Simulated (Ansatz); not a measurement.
# revPBE/def2-SVP run of C2H3BFN (SMILES FB1C=NC1)

Aim: the vertical ionisation energy of C2H3BFN at revPBE/def2-SVP, from 2 runs. 

The calculation is run with Ansatz 0.2.0.

122 further runs of the same task are left out: 122 set aside as unsound or not needed.

## 1. The molecule

C2H3BFN: 8 atoms, total charge 0, spin state singlet. As SMILES, `FB1C=NC1`. Geometry: relaxed at PBE0-D4/def2-TZVP.

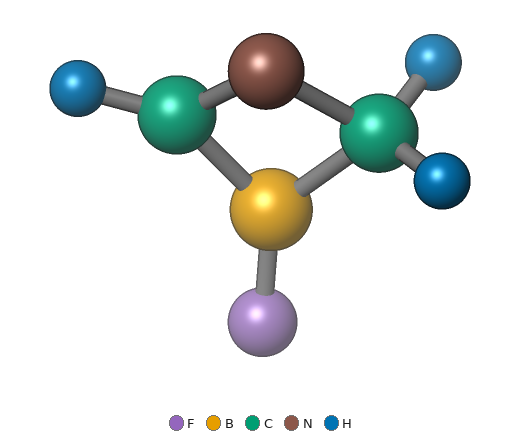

The structure, seen from a chosen angle (fluorine purple, boron amber, carbon teal, nitrogen brown, hydrogen blue).

## 2. The energy at revPBE/def2-SVP

molecule.yaml

```yaml
crystal:
  periodic: [false, false, false]
  atoms:
    - {symbol: F, position_ang: [0.213200, -1.007300, 1.918400]}
    - {symbol: B, position_ang: [-0.024100, -0.304800, 0.836200]}
    - {symbol: C, position_ang: [0.319000, 1.128500, 0.345800]}
    - {symbol: N, position_ang: [0.303900, 0.728600, -0.881200]}
    - {symbol: C, position_ang: [-0.301700, -0.640600, -0.682300]}
    - {symbol: H, position_ang: [0.656500, 2.120900, 0.633900]}
    - {symbol: H, position_ang: [0.257100, -1.432700, -1.186200]}
    - {symbol: H, position_ang: [-1.331600, -0.649700, -1.040300]}
basis:
  gaussian: {orbitals: def2-SVP}
hamiltonian: {xc: {name: revPBE}}
accuracy: high
output: {orbitals: {seedname: orbitals}}
```

Started as:

```sh
$ ansatz run molecule.yaml --threads 1 --pin off --max-ram 3480MiB --events-out events.jsonl --progress --plain --runs-dir runs
```

Standard output:

```text
Warning: RAYON_NUM_THREADS=1 ignored (pool sized by the plan → 1); use --threads N
Functional definition: revPBE
  name "revPBE"
  parameter kappa = 1.245
  parameter beta = 0.06672455060314922
  exchange = pbe_x(kappa = kappa, mu = beta*pi^2/3)
  correlation = pbe_c(beta = beta)
2019 factors; integrals over basis functions are off by at most 3.4e-9 eV
mean field evaluation 1: about -6992.0485 eV, gradient 5.0e1 eV
mean field evaluation 2: about -6981.7813 eV, gradient 7.9e1 eV
mean field evaluation 4: about -6998.3515 eV, gradient 5.4e0 eV
mean field evaluation 8: about -6998.4140 eV, gradient 2.8e-1 eV
mean field evaluation 16: about -6998.4142 eV, gradient 1.2e-5 eV
mean field -6998.41420280 eV, -257.1869782572 hartree, gradient 2.9e-8 eV, S^2 0.000000; 0 other end points of the search recorded, 0 dependent functions left out
reference -6998.41420660 eV, -257.1869783971 hartree; 18, 18 occupied and 67, 67 virtual orbitals, 2019 factors
Total energy: -6998.41420660 eV, -257.1869783971 hartree
```

It took 4.8 s on 1 thread of Arm Neoverse V2, shared host; peak memory 0.22 GiB.

## 3. The doublet cation

run.yaml

```yaml
crystal:
  periodic: [false, false, false]
  atoms:
    - symbol: F
      position_ang: [0.213200, -1.007300, 1.918400]
    - symbol: B
      position_ang: [-0.024100, -0.304800, 0.836200]
    - symbol: C
      position_ang: [0.319000, 1.128500, 0.345800]
    - symbol: N
      position_ang: [0.303900, 0.728600, -0.881200]
    - symbol: C
      position_ang: [-0.301700, -0.640600, -0.682300]
    - symbol: H
      position_ang: [0.656500, 2.120900, 0.633900]
    - symbol: H
      position_ang: [0.257100, -1.432700, -1.186200]
    - symbol: H
      position_ang: [-1.331600, -0.649700, -1.040300]
basis:
  gaussian:
    orbitals: def2-SVP
total_charge: 1
magnetization:
  spin_polarized: true
  initial_magnetization: 1
hamiltonian:
  xc: {name: revPBE}
accuracy: high
output: {orbitals: {seedname: orbitals}}
```

Started as:

```sh
$ ansatz run run.yaml --threads 1 --pin off --max-ram 3480MiB --events-out events.jsonl --progress --plain --runs-dir runs
```

Standard output:

```text
Warning: RAYON_NUM_THREADS=1 ignored (pool sized by the plan → 1); use --threads N
[... 6 set-up lines as earlier in the session ...]
2018 factors; integrals over basis functions are off by at most 3.5e-9 eV
mean field evaluation 1: about -6978.8026 eV, gradient 4.9e1 eV
mean field evaluation 2: about -6947.4510 eV, gradient 1.0e2 eV
mean field evaluation 4: about -6987.7192 eV, gradient 1.5e1 eV
mean field evaluation 8: about -6988.7617 eV, gradient 6.1e-1 eV
mean field evaluation 16: about -6988.7637 eV, gradient 9.6e-4 eV
mean field evaluation 32: about -6986.1117 eV, gradient 1.3e1 eV
mean field -6988.76373558 eV, -256.8323301282 hartree, gradient 1.3e-8 eV, S^2 0.755817; 2 other end points of the search recorded, 0 dependent functions left out
reference -6988.76373937 eV, -256.8323302677 hartree; 18, 17 occupied and 67, 68 virtual orbitals, 2018 factors
Total energy: -6988.76373937 eV, -256.8323302677 hartree
```

It took 9 s on 1 thread of Arm Neoverse V2, shared host; peak memory 0.27 GiB.

## 4. Outcome

Level: revPBE/def2-SVP.

| quantity | value |
| --- | --- |
| singlet C2H3BFN: total energy | -257.18698 Eh |
| singlet C2H3BFN: HOMO energy | -5.92 eV |
| singlet C2H3BFN: LUMO energy | -2.64 eV |
| singlet C2H3BFN: HOMO–LUMO gap | 3.28 eV |
| doublet cation: total energy | -256.83233 Eh |
| doublet cation: HOMO energy (highest over α and β) | -14.32 eV |
| doublet cation: LUMO energy (lowest over α and β) | -13.29 eV |
| doublet cation: ⟨S²⟩ | 0.756 |
| vertical ionisation energy (to the doublet cation) | 9.650 eV |

**Reading.** The vertical ionisation energy comes to 9.65 eV (931 kJ/mol). −ε(HOMO) before ionisation, 5.92 eV, is 3.73 eV below this ionisation energy.
